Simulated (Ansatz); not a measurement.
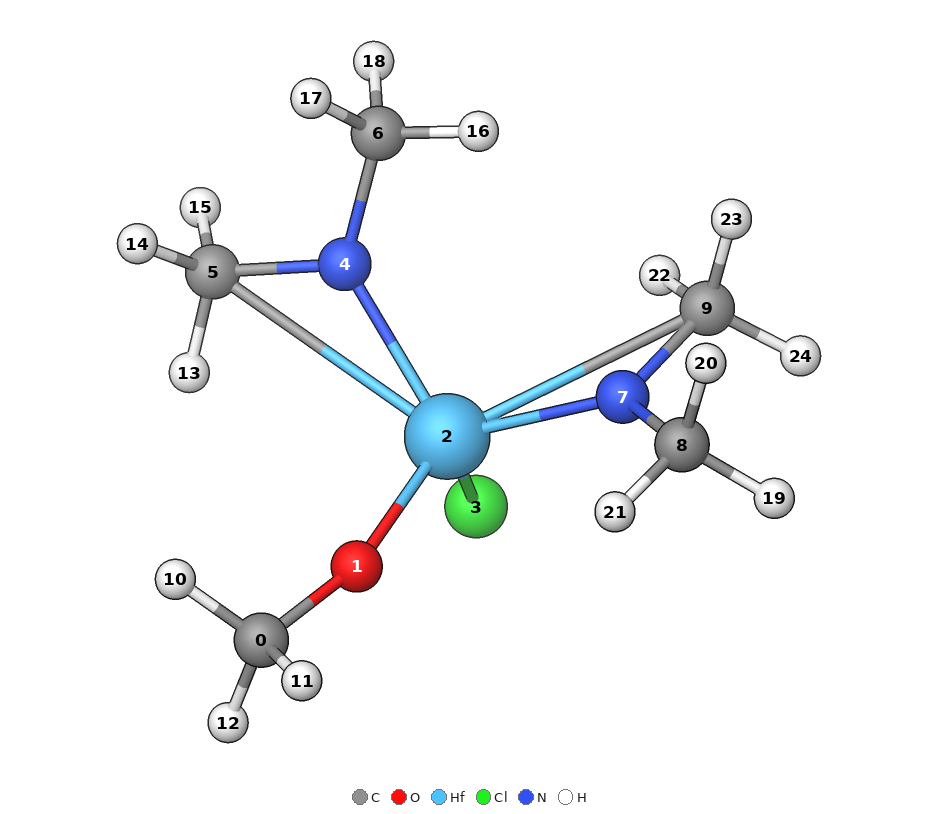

The picture shows the input geometry. Atoms are numbered from 0, in the order of the input.

Ansatz 0.2.0 input:

```yaml
crystal:
  periodic: [false, false, false]
  atoms:
    - {symbol: C, position_ang: [0.552404, -3.385918, -0.580014]}
    - {symbol: O, position_ang: [0.593888, -2.005504, -0.728770]}
    - {symbol: Hf, position_ang: [0.132782, -0.150793, -0.883199]}
    - {symbol: Cl, position_ang: [-0.117319, 0.522627, -3.172345]}
    - {symbol: N, position_ang: [-1.617308, 0.231892, 0.070665]}
    - {symbol: C, position_ang: [-2.764118, -0.502865, -0.410285]}
    - {symbol: C, position_ang: [-1.938600, 1.101856, 1.170333]}
    - {symbol: N, position_ang: [1.548150, 0.945904, 0.049730]}
    - {symbol: C, position_ang: [2.723581, 0.565671, 0.788123]}
    - {symbol: C, position_ang: [1.396587, 2.377568, -0.078825]}
    - {symbol: H, position_ang: [-0.337109, -3.696618, -0.020572]}
    - {symbol: H, position_ang: [1.437093, -3.735979, -0.037677]}
    - {symbol: H, position_ang: [0.535103, -3.877959, -1.558202]}
    - {symbol: H, position_ang: [-2.492537, -1.158617, -1.248365]}
    - {symbol: H, position_ang: [-3.202653, -1.140040, 0.371591]}
    - {symbol: H, position_ang: [-3.553358, 0.167589, -0.779341]}
    - {symbol: H, position_ang: [-1.049283, 1.635093, 1.512745]}
    - {symbol: H, position_ang: [-2.341637, 0.541457, 2.027182]}
    - {symbol: H, position_ang: [-2.694370, 1.849928, 0.888149]}
    - {symbol: H, position_ang: [3.640087, 0.943419, 0.312494]}
    - {symbol: H, position_ang: [2.701142, 0.961736, 1.813679]}
    - {symbol: H, position_ang: [2.801671, -0.521742, 0.850475]}
    - {symbol: H, position_ang: [0.501674, 2.629746, -0.663523]}
    - {symbol: H, position_ang: [1.291843, 2.866741, 0.900411]}
    - {symbol: H, position_ang: [2.252307, 2.834817, -0.594469]}
basis:
  gaussian: {orbitals: x2c-TZVPPall}
hamiltonian: {xc: {name: wB97X-V}}
scf: {lower_state_search: light}
output: {forces: true}
```

It was started with:

```sh
ansatz run in.yaml --threads 4 --pin off --events-out ev --progress --plain --max-ram 66560MiB --backend cuda --devices 0, --max-vram 37GiB
```

What the program printed:

```
Functional definition: wB97X-V
  name "wB97X-V"
  cite "Mardirossian & Head-Gordon, Phys. Chem. Chem. Phys. 16, 9904 (2014) doi:10.1039/C3CP54374A"
  cite "Becke, J. Chem. Phys. 107, 8554 (1997) doi:10.1063/1.475007"
  cite "Vydrov & Van Voorhis, J. Chem. Phys. 133, 244103 (2010) doi:10.1063/1.3521275"
  parameter omega = 0.3/bohr
  parameter cx = 0.167
  parameter cx1 = 0.603
  parameter cx2 = 1.194
  parameter css0 = 0.556
  parameter css1 = -0.257
  parameter cos0 = 1.219
  parameter cos1 = -1.850
  parameter b = 6.0
  parameter c = 0.01
  exchange = spin_sum(e_x_unif_sr(omega)*poly(b97_u_x, 1 - cx, cx1, cx2)) + cx*exact_x_sr(omega) + exact_x_lr(omega)
  correlation = spin_sum(e_c_pw_same_spin*poly(b97_u_same, css0, css1))
      + integral(e_c_pw_opposite_spin*poly(b97_u_opposite, cos0, cos1)) + vv10(b, c)
3444 factors; their error is unknown
744 factors; integrals over basis functions are off by at most 6.8e-6 eV
mean field evaluation 1: about -433368.7969 eV, gradient 8.7e1 eV
mean field evaluation 2: about -433361.5412 eV, gradient 1.2e2 eV
mean field evaluation 4: about -433383.2200 eV, gradient 5.3e0 eV
mean field evaluation 8: about -433383.2794 eV, gradient 4.2e-1 eV
mean field evaluation 16: about -433383.5637 eV, gradient 1.2e-2 eV
mean field -433383.56369538 eV, -15926.5522078749 hartree, gradient 8.3e-5 eV, S^2 0.000000; 0 other end points of the search recorded, 0 dependent functions left out
the calculation of the forces begins
reference -433383.56369159 eV, -15926.5522077357 hartree; 78, 78 occupied and 519, 519 virtual orbitals, 3444 factors
Total energy: -433383.56369159 eV, -15926.5522077357 hartree
Relativity: scalar
Atom 0 at     0.552404    -3.385918    -0.580014 Å, force     0.010055    -0.412546     0.045109 eV/Å
Atom 1 at     0.593888    -2.005504    -0.728770 Å, force    -0.091814     0.713117    -0.081321 eV/Å
Atom 2 at     0.132782    -0.150793    -0.883199 Å, force     0.020398    -0.015337     0.182871 eV/Å
Atom 3 at    -0.117319     0.522627    -3.172345 Å, force     0.025787    -0.063512     0.179114 eV/Å
Atom 4 at    -1.617308     0.231892     0.070665 Å, force     0.583153    -0.112410    -0.289058 eV/Å
Atom 5 at    -2.764118    -0.502865    -0.410285 Å, force    -0.254493    -0.134221    -0.088432 eV/Å
Atom 6 at    -1.938600     1.101856     1.170333 Å, force    -0.090691     0.185878     0.244032 eV/Å
Atom 7 at     1.548150     0.945904     0.049730 Å, force    -0.464129    -0.409197    -0.318066 eV/Å
Atom 8 at     2.723581     0.565671     0.788123 Å, force     0.270304    -0.062770     0.172794 eV/Å
Atom 9 at     1.396587     2.377568    -0.078825 Å, force    -0.014119     0.308000    -0.011813 eV/Å
Atom 10 at    -0.337109    -3.696618    -0.020572 Å, force    -0.007793     0.019043     0.002883 eV/Å
Atom 11 at     1.437093    -3.735979    -0.037677 Å, force     0.001216     0.009311     0.000722 eV/Å
Atom 12 at     0.535103    -3.877959    -1.558202 Å, force     0.000184     0.014057    -0.004409 eV/Å
Atom 13 at    -2.492537    -1.158617    -1.248365 Å, force     0.013136    -0.026249    -0.029158 eV/Å
Atom 14 at    -3.202653    -1.140040     0.371591 Å, force     0.004806    -0.002605     0.010507 eV/Å
Atom 15 at    -3.553358     0.167589    -0.779341 Å, force     0.000242     0.011774    -0.000965 eV/Å
Atom 16 at    -1.049283     1.635093     1.512745 Å, force     0.031123     0.017151     0.010641 eV/Å
Atom 17 at    -2.341637     0.541457     2.027182 Å, force     0.000593    -0.012224     0.000539 eV/Å
Atom 18 at    -2.694370     1.849928     0.888149 Å, force    -0.002790     0.002371    -0.013272 eV/Å
Atom 19 at     3.640087     0.943419     0.312494 Å, force    -0.002497     0.004654    -0.012001 eV/Å
Atom 20 at     2.701142     0.961736     1.813679 Å, force    -0.010697     0.004535     0.005698 eV/Å
Atom 21 at     2.801671    -0.521742     0.850475 Å, force    -0.000547    -0.033147     0.000409 eV/Å
Atom 22 at     0.501674     2.629746    -0.663523 Å, force    -0.033048     0.005484    -0.016126 eV/Å
Atom 23 at     1.291843     2.866741     0.900411 Å, force     0.000008    -0.003029     0.013158 eV/Å
Atom 24 at     2.252307     2.834817    -0.594469 Å, force     0.011614    -0.008126    -0.003855 eV/Å
Dipole moment:     0.025291    -0.199784     0.623411 e Å
```

The run converged.
